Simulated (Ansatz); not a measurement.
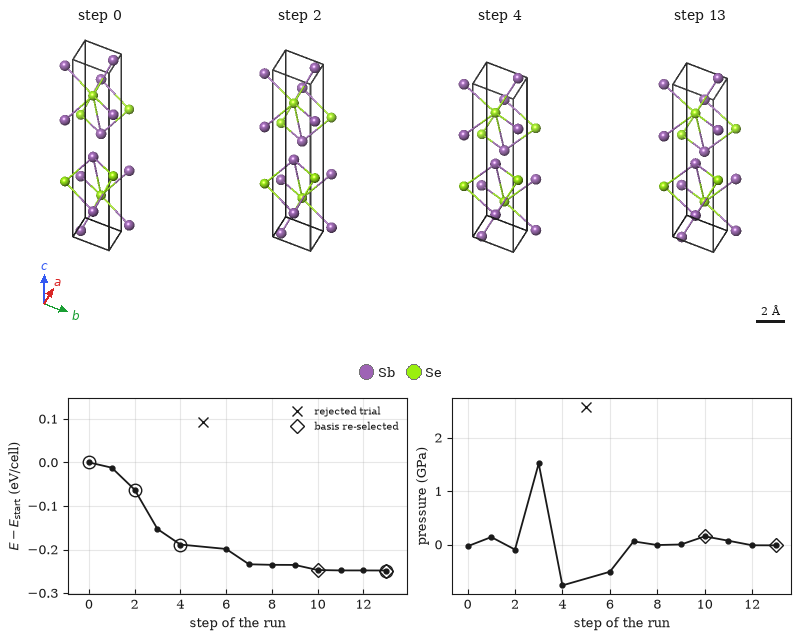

Frames of a relaxation of crystalline Sb2Se (a generated structure, set up in P6_3/mmc), marked on the history of the run. A ball-and-stick model of the cell of the calculation, seen from a free direction.

The calculation used Ansatz 0.2.0, DFT PBE, scalar-relativistic, plane waves, PAW. Set-up: plane-wave cutoff 420 eV; k-point mesh 12 × 12 × 4; occupations gaussian; smearing width 0.1 eV; no spin polarisation; cell and atoms relaxed; force threshold 0.01 eV/Å; at most 80 steps.

> What happens along the run?

The largest moves relative to the cell, 0.20 Å, are those of Sb atoms. Se stays in place. Cell: a = b 3.609 → 4.045 Å (+12.1 %), c 13.832 → 11.885 Å (−14.1 %). Volume +7.9 %. Some distances before and after: Sb–Se 2.978 → 3.092 Å. Bond angles that change, for instance: Sb–Se–Sb 91.2° → 81.9°, Sb–Se–Sb 74.6° → 81.7°, Se–Sb–Se 74.6° → 81.7°. The space group stays P6_3/mmc (No. 194). After 10 accepted moves (13 points after the start) the energy has fallen by 0.248 eV per cell of the calculation. The largest force component goes from 0.059 to 0.0013 eV/Å. Pressure: −0.03 GPa at the start and −0.01 GPa at the end. The line search rejected the trial step at point 5 of the run. At 2 points the geometry stayed and the basis and grid were re-selected for the new cell (energy shift of 11.7 meV per cell of the calculation at most each time). Cost: 8.1 min on 1 thread of Arm Neoverse V1, with other jobs on the host, peak memory 0.68 GiB. From step 0 to 2: Sb atoms move most (0.08 Å), volume +2.0 %, energy −62.6 meV per cell of the calculation. From step 2 to 4: Sb atoms move most (0.07 Å), volume +6.0 %, energy −0.126 eV per cell of the calculation. From step 4 to 13: Sb atoms move most (0.05 Å), volume −0.2 %, energy −59.6 meV per cell of the calculation.

Limits of the set-up: layers or molecules are held without a dispersion correction, so their spacing is unreliable.
